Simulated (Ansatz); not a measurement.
Fields on a plane of Hf (hcp, Mg type)

```
CELL_PARAMETERS angstrom
      3.20421     0.00000     0.00000
     -1.60210     2.77493     0.00000
      0.00000     0.00000     5.06906
ATOMIC_POSITIONS crystal
  Hf 0.33333 0.66667 0.75000
  Hf 0.66667 0.33333 0.25000
```

The slice is a (1 -1 0 0) plane (indices of the conventional cell) through the point (0.667, 0.333, 0.250) (fractional), spanned by u = [110] and v = [001] in vectors of this cell: u (3.20 Å) and v (5.07 Å, at 90° to u). It covers one period; positions are fractions (u, v).

Atoms on it: Hf at (0.00, 0.00). Other atoms lie within 1 Å of the plane.

Calculation: PBE (plane waves to 420 eV, PAW, scalar-relativistic; Ansatz, a quantum-chemistry and plane-wave program). k mesh 17×17×9. Inside the PAW spheres the values are not all-electron values, and peaks at nuclei hang on which shells count as valence. Hf is run without spin polarisation. Hf was relaxed with its symmetry unable to fall. Spin-orbit coupling is left out, though Hf is heavy.

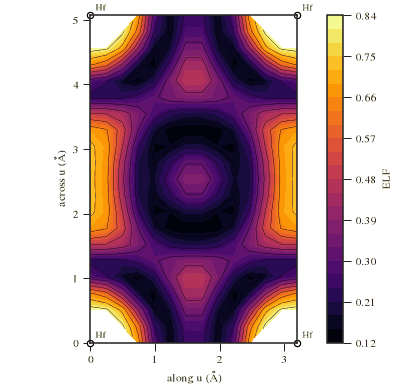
Electron localisation function (ELF), one period of the plane, atoms marked. Points within 0.5 Å of a nucleus are left white, as the pseudised field means little there.

```
v \ u  0.00  0.15  0.31  0.46  0.62  0.77  0.92
-----  ----  ----  ----  ----  ----  ----  ----
0.90      x     x  <1.0   7.1   4.4     x     x
0.75    3.3   4.7   6.9   7.7   7.4   5.9   3.7
0.60    9.6   7.6   1.9  <1.0  <1.0   5.2   9.1
0.45    9.5   7.0  <1.0     x  <1.0   3.8   8.9
0.30    7.5   7.3   6.5   5.4   5.9   7.0   7.5
0.15      x     x   2.4   8.1   6.3  <1.0     x
0.00      x     x     x   5.8   2.0     x     x
```

Values: electrostatic potential energy of an electron, from the cell's mean, in eV. Points within 1 Å of a nucleus are blanked (x), as the pseudised field means little there. Values under 1 eV are set to 1. The zero, the cell's mean, hangs on the PAW cores.

- Density on the Hf–Hf line (3.20 Å) at its midpoint = 0.19 e/Å³
- ELF at that point = 0.3
